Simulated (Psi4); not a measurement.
**UM06-2X/def2-SVPD run of CH4NSi (SMILES [H]/N=C/[SiH2])**

What is the vertical ionisation energy of CH4NSi at UM06-2X/def2-SVPD? 

The results are computed with Psi4 1.11.

2 further runs of the same task are left out: 2 set aside as unsound or not needed.

**1. The structure to begin with**

CH4NSi has 7 atoms, charge 0, and is taken as a doublet. As SMILES, `[H]/N=C/[SiH2]`. The shape is that of a GFN2-xTB optimisation.

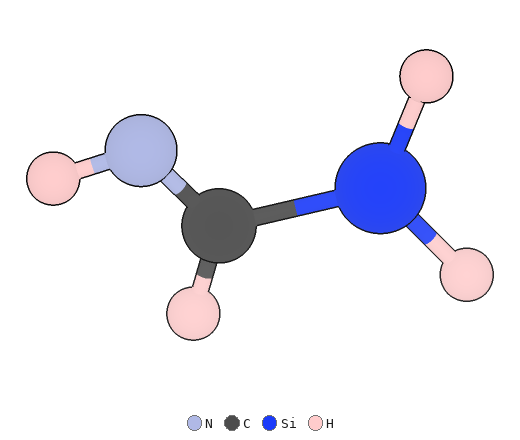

Viewed from a chosen angle; nitrogen light blue, carbon dark grey, silicon blue, hydrogen pink.

**2. Energy and forces at UM06-2X/def2-SVPD**

ch4nsi.xyz

```xyz
7
CH4NSi
N     -1.548860    -0.132150    -0.159430
C     -0.314040    -0.117140    -0.518110
Si     0.986230     0.201460     0.727650
H     -2.206780    -0.315210    -0.914920
H      0.010790    -0.289530    -1.556520
H      0.698950     0.439760     2.123830
H      2.373720     0.212800     0.297500
```

ch4nsi.py

```python
import psi4

psi4.set_memory('1600 MB')
psi4.set_num_threads(1)
psi4.set_output_file('psi4.out', False)

with open('ch4nsi.xyz') as f:
    atoms = ''.join(f.readlines()[2:])
mol = psi4.geometry('0 2\n' + atoms + 'symmetry c1\nno_reorient\nno_com')

options = {'basis': 'def2-SVPD', 'reference': 'uks', 'puream': True, 'e_convergence': 1e-09, 'd_convergence': 1e-08, 'scf_type': 'pk', 'dft_radial_points': 99, 'dft_spherical_points': 590, 'maxiter': 200}
psi4.set_options(options)

energy_value, wavefunction = psi4.gradient("m06-2x", return_wfn=True)
psi4.oeprop(wavefunction, "MULLIKEN_CHARGES", "QUADRUPOLE", "DIPOLE", title="M06-2X")
print('gradient / Eh bohr^-1')
print(energy_value.np.round(6))
print(f'energy = {wavefunction.energy():.10f} Eh')
```

On the command line:

```
$ python ch4nsi.py
```

psi4.out:

```text
[...]
  Running in c1 symmetry.
[...]
  Nuclear repulsion =   91.149019540174649
[...]
  Multiplicity = 2
[...]
  Nalpha       = 16
  Nbeta        = 15
[...]
    Number of basis functions: 96
[...]
   @UKS iter   1:  -384.22684219939254   -3.38211e-01   6.28614e-03 ADIIS/DIIS
[...]
   @UKS iter  14:  -384.44485285416772   -1.10845e-11   4.67329e-09 DIIS
[...]
   @S^2 Observed:                7.642090965E-01
[...]
  @UKS Final Energy:  -384.44485285416772
   => Energetics <=
    Nuclear Repulsion Energy =             91.1490195401746490
    One-Electron Energy =                -709.4261443664274793
    Two-Electron Energy =                 250.3460630573114827
    DFT Exchange-Correlation Energy =     -16.5137910852263730
    Empirical Dispersion Energy =           0.0000000000000000
    VV10 Nonlocal Energy =                  0.0000000000000000
    Total Energy =                       -384.4448528541677206
[...]
  -Total Gradient:
     Atom            X                  Y                   Z
    ------   -----------------  -----------------  -----------------
       1       -0.003268361769    -0.001163732256    -0.004591987762
       2        0.008815856092     0.000427651818    -0.001389003387
       3       -0.000517234494     0.000896272918     0.005404703947
       4       -0.001757744507     0.000793012303     0.004531366113
       5        0.000484505297     0.000450146501     0.002591654515
       6        0.004074818167    -0.001412551296    -0.009218052998
       7       -0.007864867543     0.000002860936     0.002641014185
[...]
 Multipole Moments:
 ------------------------------------------------------------------------------------
     Multipole            Electronic (a.u.)      Nuclear  (a.u.)        Total (a.u.)
 ------------------------------------------------------------------------------------
 L = 1.  Multiply by 2.5417464519 to convert [e a0] to [Debye]
 Dipole X            :         -3.2551602            3.6994035            0.4442433
 Dipole Y            :         -2.4036978            2.3439596           -0.0597382
 Dipole Z            :        -11.6514682           11.1726656           -0.4788026
 Magnitude           :                                                    0.6558755
 L = 2.  Multiply by 1.3450342976 to convert [e a0^2] to [Debye ang]
 Quadrupole XX       :       -170.2447592          149.9656696          -20.2790896
 Quadrupole XY       :        -20.7360544           21.2123691            0.4763147
[...]
  Mulliken Charges: (a.u.)
   Center  Symbol    Alpha    Beta     Spin     Total
       1     N     3.70026  3.45795  0.24230 -0.15821
       2     C     2.88984  2.95566 -0.06582  0.15449
       3    SI     7.44783  6.57704  0.87079 -0.02488
       4     H     0.50239  0.50492 -0.00253 -0.00731
       5     H     0.59879  0.60676 -0.00797 -0.20554
       6     H     0.43071  0.44363 -0.01291  0.12566
       7     H     0.43018  0.45403 -0.02385  0.11579
   Total alpha = 16.00000, Total beta = 15.00000, Total charge = -0.00000
```

Standard output:

```text
gradient / Eh bohr^-1
[[-3.268e-03 -1.164e-03 -4.592e-03]
 [ 8.816e-03  4.280e-04 -1.389e-03]
 [-5.170e-04  8.960e-04  5.405e-03]
 [-1.758e-03  7.930e-04  4.531e-03]
 [ 4.850e-04  4.500e-04  2.592e-03]
 [ 4.075e-03 -1.413e-03 -9.218e-03]
 [-7.865e-03  3.000e-06  2.641e-03]]
energy = -384.4448528542 Eh
```

Wall time 59 s (1 thread of Intel Xeon 6975P-C (Granite Rapids), shared host); peak memory 0.88 GiB.

**3. The singlet cation at the same level**

job.dat

```
memory 1600 mb

molecule geom {
  1 1
  N     -2.92692121    -0.24972731    -0.30127904
  C     -0.59344959    -0.22136252    -0.97908600
  Si     1.86370460     0.38070423     1.37505921
  H     -4.17020982    -0.59566057    -1.72894823
  H      0.02039014    -0.54713240    -2.94139651
  H      1.32082407     0.83102596     4.01345704
  H      4.48568070     0.40213372     0.56219352
  units au
  symmetry c1
  no_reorient
  no_com
}

set {
  basis def2-SVPD
  reference rks
  puream true
  e_convergence 1e-09
  d_convergence 1e-08
  scf_type pk
  dft_radial_points 99
  dft_spherical_points 590
}

result, w = gradient('m06-2x', return_wfn=True)
oeprop(w, 'MULLIKEN_CHARGES', 'QUADRUPOLE', 'WIBERG_LOWDIN_INDICES', title='M06-2X')
print_variables()
```

On the command line:

```
$ psi4 -i job.dat -o job.out -n 1
```

job.out, shortened:

```text
[...]
  Running in c1 symmetry.
[...]
  Nuclear repulsion =   91.149019506951177
[...]
  Multiplicity = 1
[...]
  Nalpha       = 15
  Nbeta        = 15
[...]
    Number of basis functions: 96
[...]
   @RKS iter   1:  -384.07269082439967   -1.84059e-01   4.26716e-03 ADIIS/DIIS
[...]
   @RKS iter  10:  -384.16430546778184   -2.08615e-11   6.94163e-09 DIIS
[...]
  @RKS Final Energy:  -384.16430546778184
   => Energetics <=
    Nuclear Repulsion Energy =             91.1490195069511770
    One-Electron Energy =                -701.6176813918093558
    Two-Electron Energy =                 242.6798490735947098
    DFT Exchange-Correlation Energy =     -16.3754926565183716
    Empirical Dispersion Energy =           0.0000000000000000
    VV10 Nonlocal Energy =                  0.0000000000000000
    Total Energy =                       -384.1643054677818441
[...]
  -Total Gradient:
     Atom            X                  Y                   Z
    ------   -----------------  -----------------  -----------------
       1       -0.027242939995    -0.004270199284    -0.012478094942
       2        0.025578487037     0.004287120114     0.013789133383
       3        0.002195025540    -0.000049758843    -0.002041295326
       4        0.002826832027     0.001526859774     0.006660203027
       5       -0.000492394554     0.000088498986     0.000966064846
       6        0.004610205503    -0.001577604712    -0.009868253674
       7       -0.007486439121    -0.000007845396     0.002951333447
[...]
 Multipole Moments:
 ------------------------------------------------------------------------------------
     Multipole            Electronic (a.u.)      Nuclear  (a.u.)        Total (a.u.)
 ------------------------------------------------------------------------------------
[...]
  Mulliken Charges: (a.u.)
   Center  Symbol    Alpha    Beta     Spin     Total
       1     N     3.50355  3.50355  0.00000 -0.00710
       2     C     2.96821  2.96821  0.00000  0.06357
       3    SI     6.63168  6.63168  0.00000  0.73665
       4     H     0.46535  0.46535  0.00000  0.06930
       5     H     0.55310  0.55310  0.00000 -0.10620
       6     H     0.42885  0.42885  0.00000  0.14229
       7     H     0.44926  0.44926  0.00000  0.10148
   Total alpha = 15.00000, Total beta = 15.00000, Total charge =  1.00000
  Wiberg Bond Indices using Orthogonal Lowdin Orbitals:
[...]
```

It took 35 s on 1 thread of Intel Xeon 6975P-C (Granite Rapids), shared host; peak memory 0.89 GiB.

**4. Results**

At UM06-2X/def2-SVPD:

| quantity | value |
| --- | --- |
| doublet CH4NSi: total energy | -384.44485 Eh |
| doublet CH4NSi: dipole moment | 1.67 D |
| doublet CH4NSi: HOMO energy (highest over α and β) | -6.29 eV |
| doublet CH4NSi: LUMO energy (lowest over α and β) | -1.72 eV |
| doublet CH4NSi: ⟨S²⟩ | 0.764 |
| doublet CH4NSi: largest force on an atom | 0.523 eV/Å |
| singlet cation: total energy | -384.16431 Eh |
| singlet cation: HOMO energy | -14.85 eV |
| singlet cation: LUMO energy | -8.85 eV |
| singlet cation: HOMO–LUMO gap | 6.00 eV |
| singlet cation: largest force on an atom | 1.556 eV/Å |
| vertical ionisation energy (to the singlet cation) | 7.634 eV |

In words: The vertical ionisation energy comes to 7.63 eV (737 kJ/mol). The largest force (doublet CH4NSi) is 0.52 eV/Å: the shape isn't a stationary point for this species at this level. Only the singlet of the ionised species was computed; a triplet could lie lower.
